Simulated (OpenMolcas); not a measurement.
## Single-point calculation of C2H6FIn (part 3 of 3)

The same run, continued: C2H6FIn, SMILES C[CH](F)[InH2]; CASSCF/ANO-RCC-VDZP, DKH2 (OpenMolcas 26.06). The geometry comes from this level: PBE0-D4/def2-TZVP.

Geometry of the input (Å):
```
C  -0.1408  1.2536  -0.5752
C  0.6338  0.1800  0.1372
F  0.8702  0.5971  1.4678
In -0.3852  -1.7455  0.4238
H  0.3913  2.2105  -0.5415
H  -1.1319  1.3976  -0.1391
H  -0.2719  0.9793  -1.6266
H  1.6212  0.0551  -0.3158
H  -2.0799  -1.6962  0.7627
H  0.4931  -3.2315  0.4066
```

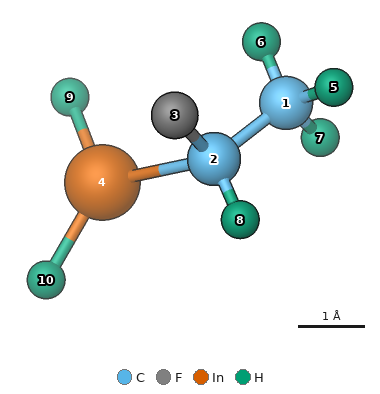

*The structure as given in the input (ball-and-stick view, seen at a tilt; atoms are numbered from 1 in the order of the input). Sticks mark near contacts.*

Log, continued:
```
                    **************************************
                    *    Valence Bond Angles / degree    *
                    **************************************
                          Atom centers                 Phi
                      2 C2       1 C1       5 H5       111.04
                      2 C2       1 C1       6 H6       111.87
                      2 C2       1 C1       7 H7       109.75
                      5 H5       1 C1       6 H6       108.26
                      5 H5       1 C1       7 H7       107.86
                      6 H6       1 C1       7 H7       107.93
                      1 C1       2 C2       3 F3       108.74
                      1 C1       2 C2       8 H8       110.52
                      3 F3       2 C2       8 H8       105.81

           ***************************************************************
           *              Valence Dihedral Angles / degree               *
           ***************************************************************
                    Atom centers                       Phi1     Phi2     Theta
           5 H5       1 C1       2 C2       8 H8        111.04   110.52   -58.87
           6 H6       1 C1       2 C2       8 H8        111.87   110.52  -179.94
           7 H7       1 C1       2 C2       8 H8        109.75   110.52    60.29
           3 F3       2 C2       1 C1       5 H5        108.74   111.04    56.87
           3 F3       2 C2       1 C1       6 H6        108.74   111.87   -64.20
           3 F3       2 C2       1 C1       7 H7        108.74   109.75   176.02
--

            Nuclear Potential Energy            340.98967079 au

--- Stop Module: gateway /rc=_RC_ALL_IS_WELL_ ---
--- Module gateway spent 7 seconds ---

--- Start Module: seward ---

                                              &SEWARD

                       available to each process: 1.9 GB of memory, 1 thread

               SEWARD will generate:
                  Multipole Moment integrals up to order  2
                  Kinetic Energy integrals
                  Nuclear Attraction integrals (point charge)
                  One-Electron Hamiltonian integrals
                  Velocity integrals
                  Relativistic Douglas-Kroll-Hess integrals:
                    - Parametrization         : EXP
                    - DKH order of Hamiltonian: 2
                    - DKH order of Properties : 0
                         - multipole moment operators
                         - electric potential operators
                         - contact operators
                  Orbital angular momentum around ( -0.2628  -1.9860   0.8052 )
                  Velocity quadrupole around ( -0.2628  -1.9860   0.8052 )
                  Atomic mean-field integrals
                  RI decomposed two-electron repulsion integrals stored Cholesky style
                   - acCD auxiliary basis
                   - CD Threshold:   1.00E-04

                   Integrals are discarded if absolute value <: 1.00E-14
                   Integral cutoff threshold is set to       <: 1.00E-16

            Nuclear Potential Energy            340.98967079 au

      Basis set specifications :
      Symmetry species         a
      Basis functions          115

--- Stop Module: seward /rc=_RC_ALL_IS_WELL_ ---
--- Module seward spent 5 seconds ---

>>> COPY step2.RunFile RUNFIL2

--- Start Module: expbas ---

                                              &EXPBAS

                       available to each process: 1.9 GB of memory, 1 thread

 Header on input orbitals file:
* RASSCF average (pseudo-natural) orbitals

 Information from input runfile
           Number of symmetries    1
      Number of basis functions   48

 Information from expanded basis set runfile
           Number of symmetries    1
      Number of basis functions  115
 New orbitals have been built in file EXPORB
--- Stop Module: expbas /rc=_RC_ALL_IS_WELL_ ---

--- Start Module: rasscf ---

                                              &RASSCF

                       available to each process: 1.9 GB of memory, 1 thread

      Header of the ONEINT file:
      --------------------------

      OrdInt status: non-squared

      Cartesian coordinates in angstrom:
      -----------------------------------------------------
      No.  Label        X            Y            Z
      -----------------------------------------------------
       1   C1        -0.14080000   1.25360000  -0.57520000
       2   C2         0.63380000   0.18000000   0.13720000
       3   F3         0.87020000   0.59710000   1.46780000
       4   IN4       -0.38520000  -1.74550000   0.42380000
       5   H5         0.39130000   2.21050000  -0.54150000
       6   H6        -1.13190000   1.39760000  -0.13910000
       7   H7        -0.27190000   0.97930000  -1.62660000
       8   H8         1.62120000   0.05510000  -0.31580000
       9   H9        -2.07990000  -1.69620000   0.76270000
      10   H10        0.49310000  -3.23150000   0.40660000
      -----------------------------------------------------
      Nuclear repulsion energy =  340.98967079

++    Wave function specifications:
      -----------------------------

      Number of closed shell electrons          74
      Number of electrons in active shells       2
      Max number of holes in RAS1 space          0
      Max nr of electrons in RAS3 space          0
      Number of inactive orbitals               37
      Number of active orbitals                  2
      Number of secondary orbitals              76
      Spin quantum number                      0.0
      State symmetry                             1
--

++    Orbital specifications:
      -----------------------

      Symmetry species                           1
                                                 a
      Frozen orbitals                            0
      Inactive orbitals                         37
      Active orbitals                            2
      RAS1 orbitals                              0
      RAS2 orbitals                              2
      RAS3 orbitals                              0
      Secondary orbitals                        76
      Deleted orbitals                           0
      Number of basis functions                115
--

++    CI expansion specifications:
      ----------------------------

      Number of CSFs                             3
      Number of spin combinations                3
      Number of determinants                     4
      Number of root(s) required                 1
      Root chosen for geometry opt.              1
      CI root used                               1

      highest root included in the CI            1
      max. size of the explicit Hamiltonian      3
--

++    Optimization specifications:
      ----------------------------

      RASSCF algorithm: LK RI/DF
      Maximum number of macro iterations       200
      Maximum number of SX iterations          100
      Threshold for RASSCF energy            1.000E-08
      Threshold for max MO rotation          1.000E-01
      Threshold for max BLB element          1.000E-04
      Level shift parameter                  5.000E-01
      Make Quasi-Newton update
--

      The MO-coefficients are taken from the file:
      step2.ExpOrb
      Title:Basis set expanded orbital file EXPORB

      Total molecular charge    0.00

      ************************************************************************************************************************
      *                                            Wave function control section                                             *
      ************************************************************************************************************************

                                         RASSCF iterations: Energy and convergence statistics
                                         ----------------------------------------------------

          iter iter root      energy       change     param      element    value   shift minimum  type update hh:mm:ss
 Nr of preliminary CI iterations:   1
      Total energies have been shifted. Add                -6000.00 au
        1   1   14    1   -55.69351887    0.00E+00  -1.22E-01*  28  49 1  2.52E-01*  0.08   0.00    SX    NO    0:00:00
        2   1   11    1   -55.87542979   -1.82E-01* -7.33E-02   28  49 1  5.28E-02*  0.09   0.00    SX    NO    0:00:00
        3   1   14    1   -55.89027799   -1.48E-02* -2.55E-02   22  67 1  2.70E-02*  0.08   0.00    SX    NO    0:00:00
        4   1   14    1   -55.89357687   -3.30E-03* -1.74E-02   22  67 1 -1.20E-02*  0.08   0.00    SX    NO    0:00:00
        5   1   13    1   -55.89377408   -1.97E-04* -9.89E-03   22  67 1  1.07E-02*  0.08   0.64    QN   YES    0:00:00
        6   1   12    1   -55.89399481   -2.21E-04*  3.98E-03   22  67 1  2.98E-03*  0.08   1.24    QN   YES    0:00:00
        7   1   11    1   -55.89403778   -4.30E-05*  6.99E-03   22  67 1  2.69E-03*  0.08   1.18    QN   YES    0:00:00
        8   1   12    1   -55.89405894   -2.12E-05*  2.11E-03   22  67 1 -2.40E-03*  0.08   0.76    QN   YES    0:00:00
        9   1   11    1   -55.89406151   -2.57E-06* -7.54E-04   22  67 1  1.35E-03*  0.08   0.54    SX   YES    0:00:00
       10   1   11    1   -55.89406368   -2.17E-06*  5.41E-04   22  67 1 -1.30E-03*  0.08   0.62    QN   YES    0:00:00
       11   1    9    1   -55.89406452   -8.36E-07*  7.23E-04   22  39 1  1.63E-04*  0.08   0.89    QN   YES    0:00:00
       12   1    9    1   -55.89406474   -2.21E-07*  1.08E-03   22  39 1  5.89E-05   0.08   2.50    LS   YES    0:00:00
       13   1    9    1   -55.89406488   -1.37E-07*  3.83E-04   22  39 1 -9.69E-05   0.08   0.99    QN   YES    0:00:00
       14   1    8    1   -55.89406494   -5.83E-08*  5.74E-04   22  67 1  7.51E-05   0.08   2.50    LS   YES    0:00:00
       15   1    8    1   -55.89406494   -4.36E-09   2.47E-04    7  39 1 -1.11E-04*  0.08   0.57    LS   YES    0:00:00
       16   1    8    1   -55.89406495   -9.75E-09   1.29E-04    7  39 1 -6.52E-05   0.08   2.50    QN   YES    0:00:00
      Convergence after 16 iterations
       17   1    8    1   -55.89406496   -1.03E-08*  1.29E-04   35  59 1  1.09E-05   0.08   2.50    QN   YES    0:00:00

      ************************************************************************************************************************
                                                      Wave function printout:
                       occupation of active orbitals, and spin coupling of open shells (u,d: Spin up or down)
      ************************************************************************************************************************

      Note: transformation to natural orbitals
      has been made, which may change the order of the CSFs.

      printout of CI-coefficients larger than  0.05 for root  1
      energy=   -6055.894065
      conf/sym  11     Coeff  Weight
             1  20   0.99366 0.98736
             3  02  -0.11241 0.01264

      Natural orbitals and occupation numbers for root  1
      sym 1:   1.974726   0.025274

      ************************************************************************************************************************
      *                                                    Final results                                                     *
      ************************************************************************************************************************

++    Final optimization conditions:
      ------------------------------

      Average CI energy                           -6055.89406496
      RASSCF energy for state  1                  -6055.89406496
      Super-CI energy                                -0.00000001
      RASSCF energy change                           -0.00000001
      Max change in MO coefficients              -1.249E-04
      Max non-diagonal density matrix element     1.286E-04
      Maximum BLB matrix element                  1.091E-05
      (orbital pair  35,  59 in symmetry   1)
      Norm of electronic gradient            6.276E-05
--

      Final state energy(ies):
      ------------------------

::    RASSCF root number  1 Total energy:  -6055.89406496
      Von Neumann Entropy (Root   1) =  0.09781

      Mulliken population analysis for root number:  1
      -----------------------------------------------

++    Molecular charges:
      ------------------

      Mulliken charges per centre
      ---------------------------

                C1      C2      F3      IN4     H5      H6      H7      H8      H9      H10
      Total    5.7425  6.0901  9.3507 48.0671  1.0642  1.0472  1.0674  1.0307  1.2735  1.2666

      N-E      0.2575 -0.0901 -0.3507  0.9329 -0.0642 -0.0472 -0.0674 -0.0307 -0.2735 -0.2666

      Total electronic charge=   76.000000

      Total            charge=   -0.000000
--

      Expectation values of various properties for root number:  1
      -----------------------------------------------------------

++    Molecular properties:
      ---------------------

      Charge (e):
                      =   -0.0000
      Dipole Moment (debye):
      Origin of the operator (angstrom)=   -0.1391   -1.0510    0.4261
                   X= -2.2222E-01               Y= -3.2875E-01               Z= -2.0622E+00           Total=  2.1000E+00
      Quadrupole Moment (debye*angstrom):
      Origin of the operator (angstrom)=   -0.1391   -1.0510    0.4261
                  XX= -4.8980E+01              XY= -9.0110E-01              XZ= -6.7516E-01              YY= -5.0044E+01
                  YZ= -2.7127E+00              ZZ= -4.2862E+01
      In traceless form (debye*angstrom)
                  XX= -2.5269E+00              XY= -1.3516E+00              XZ= -1.0127E+00              YY= -4.1231E+00
                  YZ= -4.0691E+00              ZZ=  6.6500E+00
--

      LoProp population analysis for root number:  1
      -----------------------------------------------

++    LoProp analysis:
      ----------------

++    Static properties:
      ------------------

      LoProp Charges per center

                   C1       C2       F3       IN4      H5       H6       H7       H8       H9       H10
      Nuclear      6.0000   6.0000   9.0000  49.0000   1.0000   1.0000   1.0000   1.0000   1.0000   1.0000
      Electronic  -6.2698  -6.0132  -9.3580 -48.4690  -0.9043  -0.9090  -0.9094  -0.9180  -1.1272  -1.1222

      Total       -0.2698  -0.0132  -0.3580   0.5310   0.0957   0.0910   0.0906   0.0820  -0.1272  -0.1222
--

      Natural Bond Order analysis for root number:  1

++    Natural Bond Order analysis
      ---------------------------
      Based on LoProp computed density
      -------------------------------------------------------------------------------------
      Atom A       Atom B       Bond Order
        C2           IN4            0.780
      -------------------------------------------------------------------------------------
      NBO located      1.559 electrons involved in    1 bonds.
      NBO located      0.997 non-bonded electrons on atom C1
      NBO located      0.997 non-bonded electrons on atom C2
      NBO located      1.000 non-bonded electrons on atom F3
      NBO located      1.005 non-bonded electrons on atom F3
      NBO located      0.980 non-bonded electrons on atom F3
      NBO located      0.908 non-bonded electrons on atom IN4
      NBO located      1.016 non-bonded electrons on atom IN4
      NBO located      1.009 non-bonded electrons on atom IN4
      NBO located      0.995 non-bonded electrons on atom IN4
      NBO located      0.995 non-bonded electrons on atom IN4
      NBO located      0.997 non-bonded electrons on atom IN4
      NBO located      1.001 non-bonded electrons on atom IN4
      NBO located      0.999 non-bonded electrons on atom IN4
      NBO located      1.000 non-bonded electrons on atom IN4
      NBO located      1.000 non-bonded electrons on atom IN4
      NBO located      1.000 non-bonded electrons on atom IN4
      NBO located      1.000 non-bonded electrons on atom IN4
      NBO located      1.000 non-bonded electrons on atom IN4
      NBO located      1.000 non-bonded electrons on atom IN4
      NBO located      1.000 non-bonded electrons on atom IN4
      NBO located      1.000 non-bonded electrons on atom IN4
      NBO located      1.000 non-bonded electrons on atom IN4
      NBO located      1.000 non-bonded electrons on atom IN4
      NBO located      1.000 non-bonded electrons on atom IN4
      NBO located      1.000 non-bonded electrons on atom IN4
      NBO located      1.000 non-bonded electrons on atom IN4
      NBO located      1.000 non-bonded electrons on atom IN4
      NBO located      1.000 non-bonded electrons on atom IN4
      The remaining   11.245 electrons are to be considered as diffuse
--

--

      Average orbitals are written to the RASORB file
      Natural orbitals for root   1 are written to the RASORB.1 file
      Spin density orbitals for root   1 are written to the SPDORB.1 file

--- Stop Module: rasscf /rc=_RC_ALL_IS_WELL_ ---
--- Module rasscf spent 9 seconds ---

.##################.
.# Happy landing! #.
.##################.

    Timing: Wall=33.60 User=31.73 System=1.82
```

Summary:

- outcome: converged
- total energy: −6055.894065 hartree
- CASSCF energy: −6055.894065 hartree
- basis functions: 115
- wall time: 34 s
- peak memory: 0.41 GiB
